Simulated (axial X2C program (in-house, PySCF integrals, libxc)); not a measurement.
# GaZn: relativistic diatomic calculation

System: GaZn, single determinant with Ω = 3/2 (not the lowest found). The distance is the PBE0 minimum at charge 0.
Method: expectation values, HF and Kohn-Sham, two-component X2C with atomic mean-field Coulomb and Gaunt terms, Ga dyall-cv3z, Zn dyall-cv3z (cores contracted) (axial X2C program (in-house, PySCF integrals, libxc)).

**The program's output**
```
two-component X2C + atomic mean field  PBE0
basis functions 216  fitting functions 1190  grid points 5803
iter        total energy     max residual
   1      -3738.215590097     2.69e-05
   2      -3738.215590098     2.71e-05
   3      -3738.215590105     7.65e-06
converged
one-electron -5577.12784526  Coulomb 1803.77117935  exact exchange -36.18760328  xc functional -111.42896008  nuclear repulsion 183.97562847  atomic mean-field constant -1.21798931
```

**Expectation values by level of theory**

| quantity | PBE0 | HF | PBE | PBE50 | r2SCAN |
| --- | --- | --- | --- | --- | --- |
| effective field for an electron dipole moment (GV/cm) | −0.144 | −2.41 | −0.0887 | −0.236 | 0.0570 |
| field gradient at the first nucleus (a.u.) | 0.367 | 0.378 | 0.295 | 0.428 | 0.326 |
| field gradient at the second nucleus (a.u.) | 0.0794 | −0.205 | 0.141 | 0.0331 | 0.110 |
| A∥/gI, first nucleus (MHz) | 85.3 | 50.0 | 88.3 | 83.8 | 39.3 |
| A∥/gI, second nucleus (MHz) | −31.4 | −180 | −20.7 | −43.3 | −25.5 |

Each column comes from one determinant, in a basis with contracted cores. The levels disagree widely: the effective field runs from −2.41 to 0.0570 GV/cm, A∥/gI at the first nucleus runs from 39.3 to 88.3 MHz, A∥/gI at the second nucleus runs from −180 to −20.7 MHz and the field gradient at the second nucleus runs from −0.205 to 0.141 a.u. They may not all have settled in the same state, and these values aren't reliable properties of the molecule.

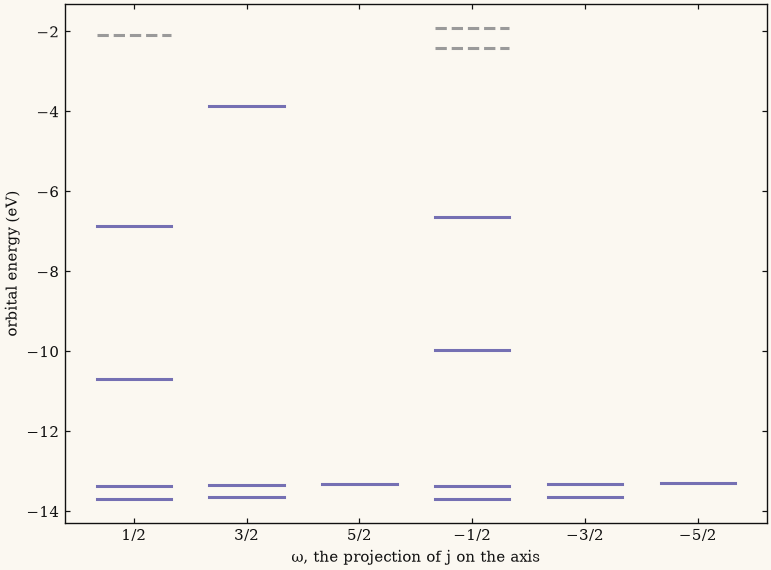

Orbital energies (PBE0) near the frontier at 2.67 Å, filled (solid) and empty (dashed). The highest filled spinor (3/2; 80 % Ga p, 19 % Zn p) lies at −3.86 eV, the lowest empty one (−1/2; 75 % Ga p, 24 % Zn p) at −2.42 eV.

**Input file**
```
{"zs": [31, 30], "q": 0, "bas": ["dyall-cv3z", "dyall-cv3z"], "r0": 2.42, "levels": ["PBE0", "HF", "PBE", "PBE50", "r2SCAN"], "nst": 3}
```

The line is the task of a batch: nuclear charges, charge, bases, the levels to run, a first guess of the distance and further settings. This report covers the levels named above. The log is that of the reference distance, started from orbitals converged before.

The run was one of a batch that the task file lists, launched with:
```bash
python <driver script> task.json out
```

**Key numbers**

- outcome: converged; the levels of theory disagree widely
- hardware: 1 thread of Arm Neoverse V2, 24 GiB of memory available, shared host
- wall time: 4.4 s
- peak memory: 0.47 GiB
